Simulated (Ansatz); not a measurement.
## Electronic structure of C2H8AlN in real space

```xyz
12

C    -0.1122    1.3059   -0.5096
N    -0.0328   -0.0681   -0.0335
C     0.8031   -0.1960    1.1521
Al   -0.8660   -1.4440   -0.8168
H    -0.7485    1.3691   -1.3982
H    -0.5331    1.9749    0.2585
H     0.8826    1.6990   -0.7748
H     0.8408   -1.2381    1.4857
H     0.4172    0.4141    1.9849
H     1.8356    0.1358    0.9558
H    -1.7394   -1.1299   -2.1032
H    -0.6705   -2.8778   -0.1668
```

These are results of RKS B3LYP/6-31G* in Ansatz, not measurements.

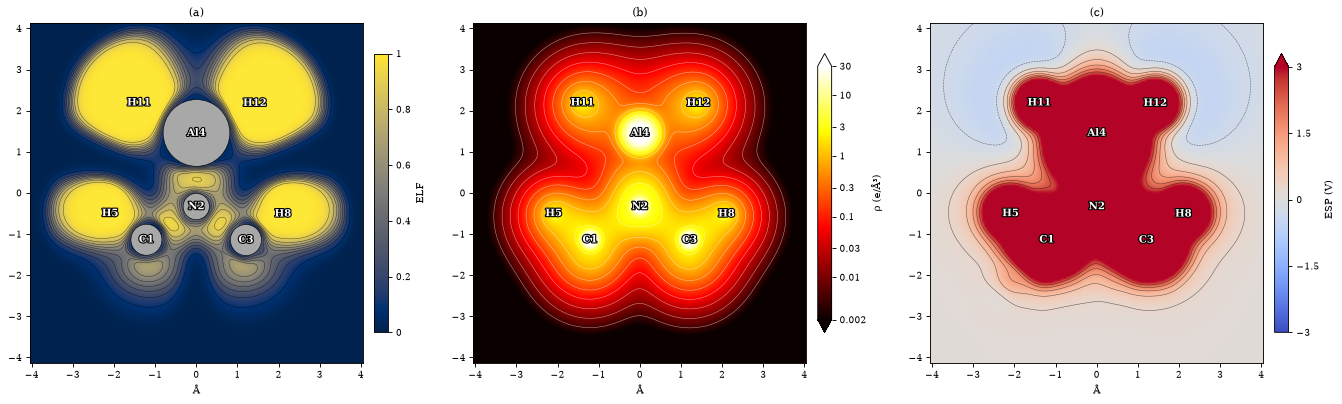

Figure 1. (a) electron localisation function; (b) electron density; (c) molecular electrostatic potential on the plane of atoms N2, Al4 and H12. Grey discs cover the atomic cores in the ELF map.

Question: Read the bonding off the picture.

Answer:
- Atoms in the plane: C, N, Al and H.
- C–N (1.46 Å): the density is about 1.9 e/Å³ at the midpoint; the ELF peaks at about 0.95 between the atoms, as expected for localised, covalent bonding.
- Al–N (1.79 Å): the density is about 0.8 e/Å³ at the midpoint; the ELF peaks at about 0.90 in the valence shell of N, 0.7 Å from its nucleus, and is about 0.65 at the midpoint.
- C–H (1.09 Å): the density is about 2 e/Å³ at the midpoint; the ELF climbs to about 1 towards the hydrogen, as it does in any bond to H; an ordinary covalent bond to hydrogen.
- Al–H (1.59 Å): ρ at the midpoint is about 0.53 e/Å³; the ELF climbs to about 1 towards the hydrogen.
- Outside the dense part of the molecule the potential is most negative (−0.5 V) near H11 and H12.

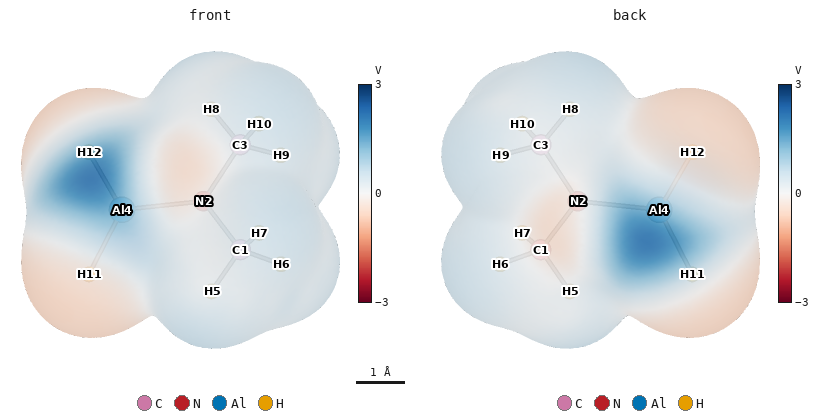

Figure 2. The molecular electrostatic potential painted on the density surface at 0.002 e/bohr³, seen from the front and from behind; red is negative and blue positive.

Question: Which sites attract a positive test charge, and which a negative one?

Answer: A positive charge is drawn to the negative regions and a negative charge to the positive ones. The most negative region (about −0.5 V) lies over H11 and H12, the most positive (about +2.1 V) over Al4.

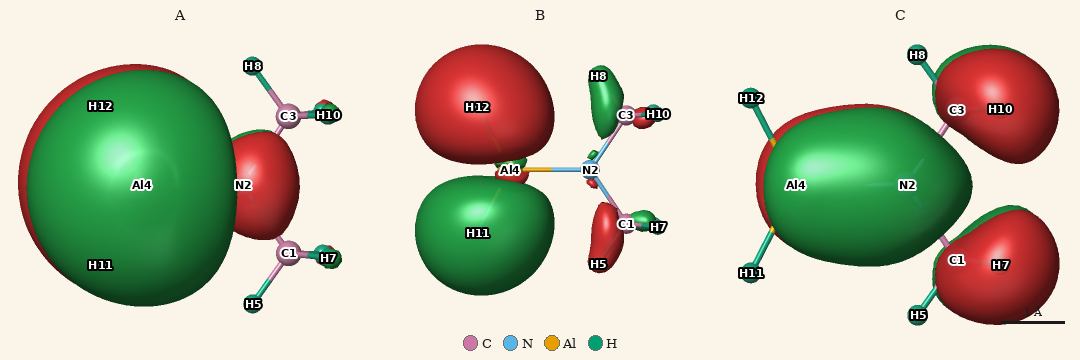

Figure 3. Three frontier orbitals at ±0.06 Å⁻³ᐟ² (green and red are the two phases), in no order.

Question: Which picture is the HOMO−1, the HOMO and the LUMO?

Answer: B is the HOMO−1 (−8.07 eV). It lies mainly on Al4 (about 35 %), H12 (about 30 %) and H11 (about 30 %). C is the HOMO (−6.07 eV). By Hirshfeld shares it lies mainly on N2 (about 55 %), Al4 (about 15 %), C1 (about 10 %) and C3 (about 10 %). A is the LUMO (−0.81 eV). Its weight (Hirshfeld) is mainly on Al4 (about 75 %) and N2 (about 10 %).

Question: What is the HOMO–LUMO gap?

Answer: 5.26 eV between the orbital energies.
